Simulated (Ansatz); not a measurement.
## Ru3: single-point calculation

Ru3, multiplicity 5, computed with UKS PBE0-D4/def2-TZVP (Ansatz 0.2.0).

The geometry comes from this level: r2SCAN-D4/def2-TZVP.

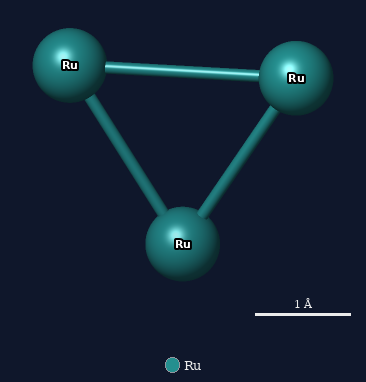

*The structure (ball-and-stick view, seen at a tilt). Sticks mark near contacts.*

Bond lengths as drawn: Ru–Ru 2.25 to 2.42 Å.

Input file:
```yaml
crystal:
  periodic: [false, false, false]
  atoms:
    - {symbol: Ru, position_ang: [-0.274078, -0.202793, 0.014873]}
    - {symbol: Ru, position_ang: [-2.679654, 0.044570, -0.122041]}
    - {symbol: Ru, position_ang: [-1.683367, -1.949876, 0.184269]}
basis:
  gaussian: {orbitals: def2-TZVP, initial_orbitals: start.molden}
magnetization: {spin_polarized: true, initial_magnetization: 4}
hamiltonian: {xc: pbe0, dispersion: d4}
output: {orbitals: {seedname: orbitals}}
```

Run on 4 threads of Arm Neoverse V2, 23 GiB of memory available, shared host.

Launch command:
```bash
ansatz run in.yaml --threads 4 --pin off --events-out ev --progress --plain --max-ram 3916MiB
```

Log:
```
Functional definition: PBE0
  name "PBE0"
  cite "Adamo & Barone, J. Chem. Phys. 110, 6158 (1999) doi:10.1063/1.478522"
  cite "Perdew, Burke & Ernzerhof, Phys. Rev. Lett. 77, 3865 (1996) doi:10.1103/PhysRevLett.77.3865"
  parent pbe
  parameter a = 0.25
  parameter kappa = 0.804
  parameter beta = 0.06672455060314922
  exchange = (1 - a)*pbe_x(kappa = kappa, mu = beta*pi^2/3) + a*exact_x
  correlation = pbe_c(beta = beta)
1134 factors; their error is unknown
mean field evaluation 1: about -7742.0941 eV, gradient 3.6e0 eV
mean field evaluation 2: about -7742.2191 eV, gradient 3.1e-1 eV
mean field evaluation 4: about -7742.2715 eV, gradient 1.8e-1 eV
mean field evaluation 8: about -7742.4082 eV, gradient 5.2e-1 eV
mean field evaluation 16: about -7742.4977 eV, gradient 4.4e-2 eV
mean field evaluation 32: about -7742.4980 eV, gradient 8.8e-6 eV
mean field evaluation 64: about -7742.4967 eV, gradient 5.0e-2 eV
mean field evaluation 96: about -7695.4194 eV, gradient 6.2e1 eV
mean field evaluation 128: about -7724.8868 eV, gradient 9.6e1 eV
mean field evaluation 160: about -7725.1562 eV, gradient 9.8e1 eV
mean field evaluation 192: about -7709.4123 eV, gradient 8.1e1 eV
mean field evaluation 224: about -7706.4171 eV, gradient 7.6e1 eV
mean field evaluation 256: about -7715.7467 eV, gradient 8.5e1 eV
mean field evaluation 288: about -7714.8041 eV, gradient 8.3e1 eV
mean field evaluation 320: about -7740.8983 eV, gradient 3.6e0 eV
mean field evaluation 352: about -7742.2614 eV, gradient 6.8e-3 eV
mean field evaluation 384: about -7742.4463 eV, gradient 2.3e-1 eV
mean field evaluation 416: about -7742.3523 eV, gradient 1.5e-3 eV
mean field evaluation 448: about -7742.4862 eV, gradient 2.7e-1 eV
mean field evaluation 480: about -7742.3427 eV, gradient 4.1e-2 eV
mean field evaluation 512: about -7742.1607 eV, gradient 1.1e-1 eV
mean field evaluation 544: about -7742.2578 eV, gradient 3.5e-1 eV
mean field evaluation 576: about -7742.1446 eV, gradient 8.8e-1 eV
mean field evaluation 608: about -7742.4818 eV, gradient 4.8e-1 eV
mean field -7742.49802207 eV, -284.5315542574 hartree, gradient 7.1e-6 eV, S^2 7.220273; 24 other end points of the search recorded, 0 dependent functions left out
reference -7742.49805244 eV, -284.5315553733 hartree; 26, 22 occupied and 94, 98 virtual orbitals, 1134 factors
Total energy: -7742.61345723 eV, -284.5357964212 hartree
```

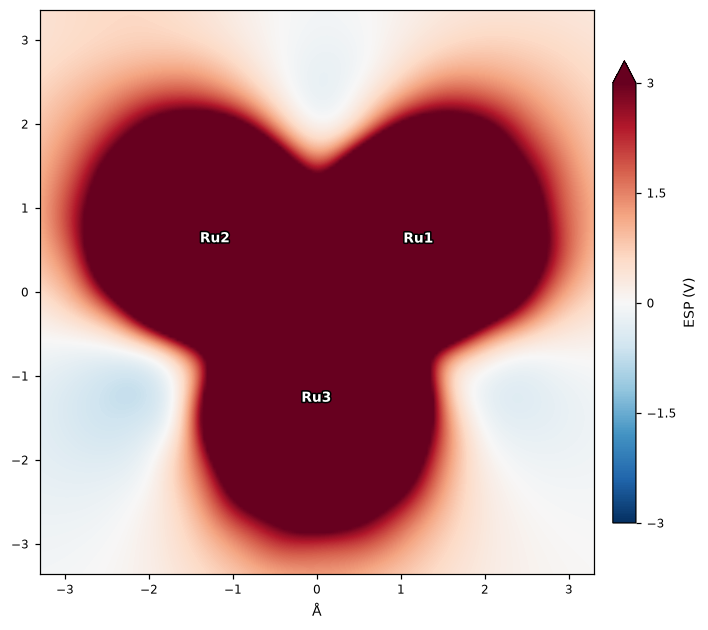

*Electrostatic potential on the molecular plane.*

The section cuts through Ru sites.

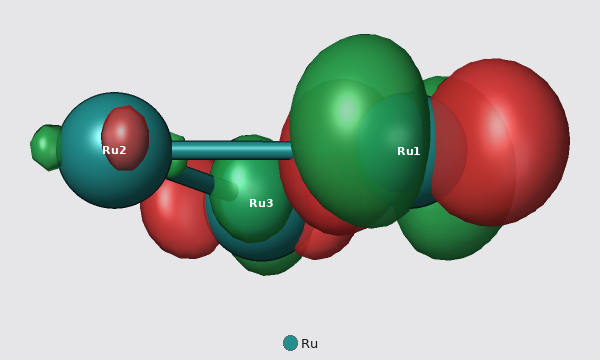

*The HOMO (α) at ±0.2 Å⁻³ᐟ² (green and red are the two phases), seen from the side.*

By Hirshfeld shares it lies mainly on Ru1 (75 %) and Ru3 (20 %); it is symmetric in the molecular plane (σ or in-plane lone-pair type). Its energy is −5.04 eV.

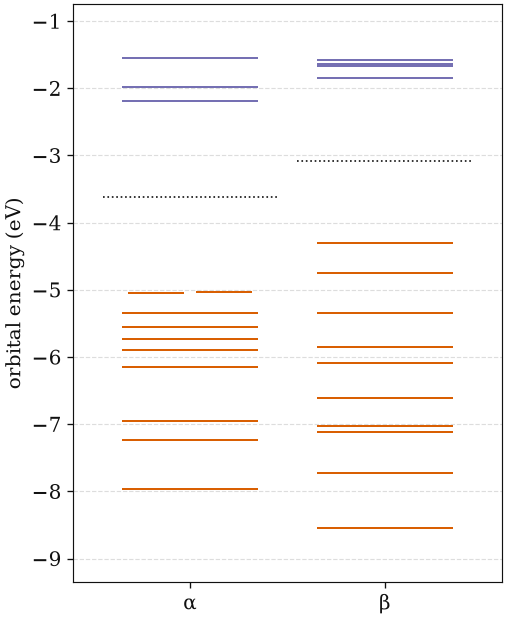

*Orbital energies near the frontier for α and β spins; the dotted line parts filled from empty levels, and levels within 0.02 eV of each other stand side by side.*

α: highest filled −5.04 eV, lowest empty −2.19 eV, 2.85 eV apart; β: highest filled −4.31 eV, lowest empty −1.85 eV, 2.46 eV apart.

Summary:

- outcome: converged
- total energy: −7742.6135 eV
- mean-field energy: −7742.4981 eV
- dispersion energy: −0.1154 eV
- ⟨S²⟩: 7.220
- SCF solution under orbital rotations: stable
- HOMO (either spin): −4.31 eV
- LUMO (either spin): −2.19 eV
- wall time: 1.9 min (CPU time 7.4 min)
- peak memory: 0.53 GiB

⟨S²⟩ is 7.22 against 6.00 for a pure state: the solution is spin-contaminated.
